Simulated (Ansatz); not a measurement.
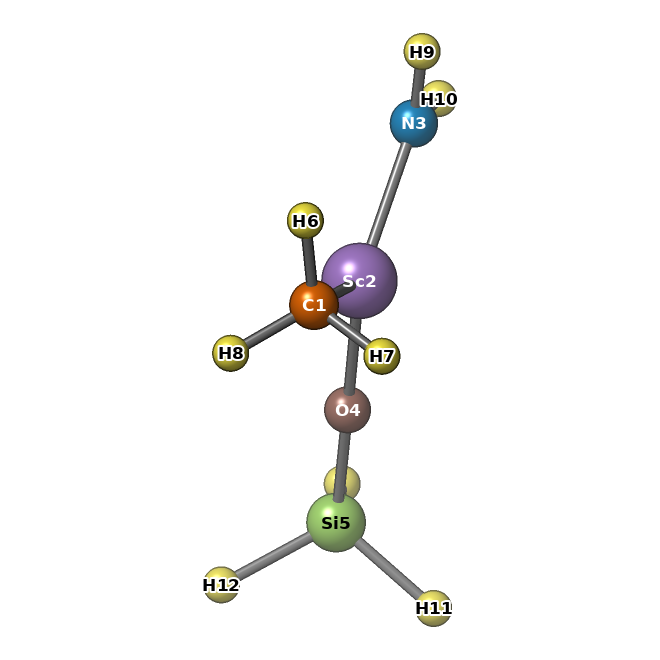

Sc2 lies behind C1. The molecule seen a little off the C1–Sc2 bond, C1 in front. Distant atoms are faded towards the background colour. Charge 0, singlet. Computed geometry: PBE0-D4/def2-TZVP optimisation.

What is the torsion angle H6–C1–Sc2–O4? The sign is positive where the front bond must turn clockwise to cover the back bond.

−167°, antiperiplanar (anti).
